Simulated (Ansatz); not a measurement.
```yaml
atoms:
  - { symbol: Al, position_ang: [0.0976, -0.0049, 0.0373] }
  - { symbol: F, position_ang: [0.0905, 0.4421, 1.6330] }
  - { symbol: Cl, position_ang: [1.8002, 0.3479, -1.0962] }
  - { symbol: F, position_ang: [-1.3563, -0.1320, -0.7186] }
  - { symbol: Cl, position_ang: [0.3379, -2.3637, 0.8913] }
  - { symbol: H, position_ang: [0.2966, -1.8040, 2.0534] }
```

Theory: RKS BHLYP/def2-SVP in Ansatz.

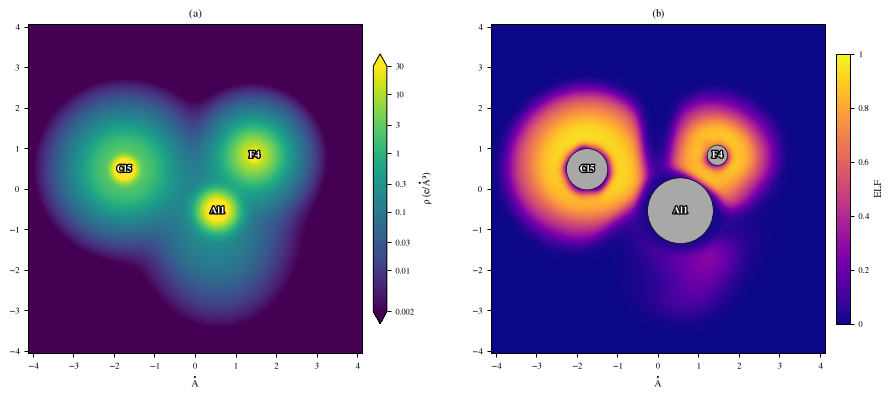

AlCl2F2H. (a) total electron density; (b) ELF on the plane of atoms F4, Al1 and Cl5. Grey discs cover the atomic cores in the ELF map.

> What do the fields say about this system?

The plane passes through Al, F and Cl nuclei. Al–F (1.64 Å): ρ is about 0.84 e/Å³ halfway; the ELF peaks at about 0.85 in the valence shell of F, 0.6 Å from its nucleus, and is about 0.30 at the midpoint. The ELF also peaks beside F4 and Cl5, away from the bonds: lone-pair regions.
